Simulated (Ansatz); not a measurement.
# Response to strain in Ag

Take Ag in the fcc (Cu type) structure (space group Fm-3m, No. 225; a = 4.104 Å; relaxed with 0.1 eV smearing) as the base. Axes: x, y, z lie along the cube axes.

Strains are applied to the cell and any free atomic positions relax; under biaxial strain the out-of-plane vector relaxes too.

Level of theory: DFT with r2SCAN, PAW potentials and a 500 eV plane-wave cutoff in Ansatz (a quantum-chemistry and plane-wave program), no spin-orbit coupling.

Notes on the quantities. energy relative to the base: free energy F.

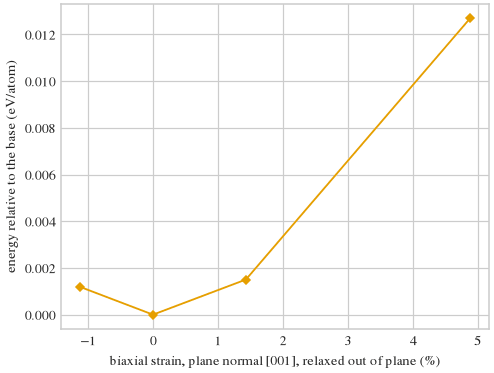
Energy relative to the base against biaxial strain, plane normal [001], relaxed out of plane

```json
[
 {"biaxial strain, plane normal [001], relaxed out of plane (%)": "-1.12", "energy relative to the base": "+1.2 meV/atom"},
 {"biaxial strain, plane normal [001], relaxed out of plane (%)": "1.43", "energy relative to the base": "+1.5 meV/atom"},
 {"biaxial strain, plane normal [001], relaxed out of plane (%)": "4.88", "energy relative to the base": "+13 meV/atom"}
]
```

Stability against distortions was not tested.
